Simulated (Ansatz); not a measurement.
System: Al6NiPt5.

Input file:

```
crystal:
  lattice:
    - [4.4199940433, 0.0, 0.0]
    - [0.0, 4.4199940433, 0.0]
    - [0.0, 0.0, 8.8322184271]
  atoms:
    - { symbol: Al, position: [0.5, 0.0, 0.0] }
    - { symbol: Al, position: [0.5, 0.0, 0.3401039445] }
    - { symbol: Al, position: [0.5, 0.0, 0.6598960555] }
    - { symbol: Al, position: [0.0, 0.5, 0.0] }
    - { symbol: Al, position: [0.0, 0.5, 0.3401039445] }
    - { symbol: Al, position: [0.0, 0.5, 0.6598960555] }
    - { symbol: Ni, position: [0.0, 0.0, 0.5] }
    - { symbol: Pt, position: [0.5, 0.5, 0.1619047606] }
    - { symbol: Pt, position: [0.5, 0.5, 0.5] }
    - { symbol: Pt, position: [0.5, 0.5, 0.8380952394] }
    - { symbol: Pt, position: [0.0, 0.0, 0.1779194195] }
    - { symbol: Pt, position: [0.0, 0.0, 0.8220805805] }
basis:
  ecutwfc: 420
kpoints:
  mp_grid: { grid: [8, 8, 4] }
hamiltonian:
  xc: pbe
scf:
  occupations: { method: gaussian, width: 0.1 }
output:
  forces: true
  stress: true
  eigenvalues: true
  write_density: true
  write_potential: true
  elf: true
  volumetric_format: npy
relax:
  adjacent_minimum: "off"
  f_tol: 0.01
  max_steps: 80
  cell: { stress_tol: 0.05 }
```

Run with:

```sh
ansatz run input.yaml --threads 4 --pin off --max-ram 8192MiB --backend cpu --events-out ev --progress --plain --runs-dir out
```

Below, planes, directions and counts refer to the conventional cell (a = 4.19 Å, b = 4.19 Å, c = 9.90 Å, α = 90.00°, β = 90.00°, γ = 90.00°).

The fields are those of the run's last geometry, not of the input's.

Space group P4/mmm; a structure generated by program, which may or may not match a known phase; computed without spin polarisation.

The calculation used DFT PBE, scalar-relativistic, plane waves, PAW in Ansatz 0.2.0.

Predict the valence pseudo-density and electron localisation function between the atoms.

Ni–Pt (2.96 Å): ρ at the midpoint is about 0.26 e/Å³; the ELF is about 0.30 at the midpoint.

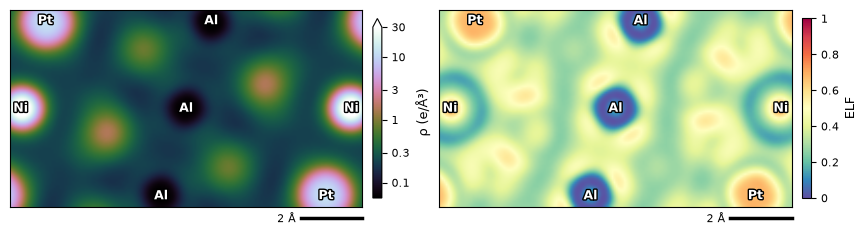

Computed valence pseudo-density and electron localisation function on the (111) plane of the conventional cell, in this order. Atoms just off the plane (Pt, 0.9 Å away) can leave unmarked features too.

Core electrons are frozen (PAW), and the valence fields are smoothed inside the atomic spheres.
